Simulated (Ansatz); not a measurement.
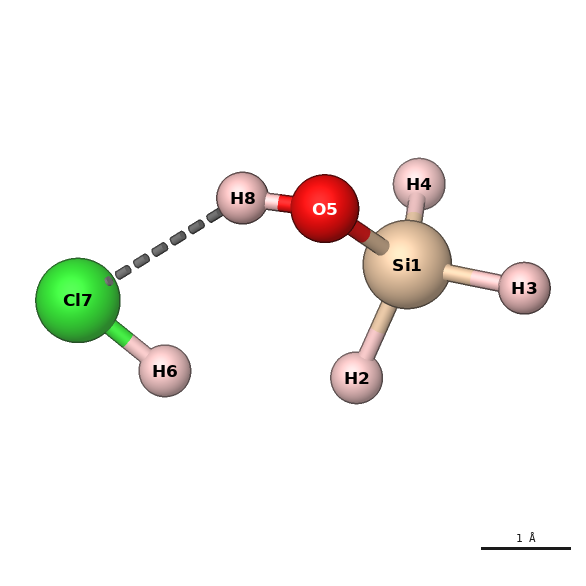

Broken lines mark hydrogen bonds. The computed structure is the end point of a PBE0-D4/def2-TZVP optimisation.

Give donor, acceptor, H···A distance and D–H···A angle of each hydrogen bond.

```json
{"D–H···A": "O5–H8···Cl7", "D–H (Å)": "0.96", "H···A (Å)": "2.64", "angle (°)": "138", "kind": "intermolecular"}
```
